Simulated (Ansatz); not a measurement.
Rock-salt MgS was calculated with r²SCANh (PAW; Ansatz, an electronic-structure program).

Settings: plane-wave cutoff 520 eV, 8×8×8 k mesh, Fermi–Dirac smearing 0.01 eV, scalar-relativistic PAW data made under PBE.

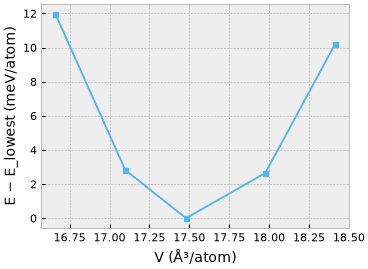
Fig. 1. Total energy against volume

Task: From the curve, estimate the equilibrium volume and the bulk modulus.

Result: V0 ≈ 17.5 Å³/atom and B0 ≈ 81 GPa; the fit gives V0 = 17.535 Å³/atom, B0 = 81.0 GPa, B′ = 4.0.

Measured, for comparison: bulk modulus 81 GPa, equilibrium volume per atom 17.45 Å³/atom (corrected for zero-point motion; as tabulated in Goldzak et al. (2022), arXiv:2208.04865). Computed (rounded) less measured: bulk modulus 0.0 %, equilibrium volume per atom +0.5 %.

The result took roughly 9 core-minutes.
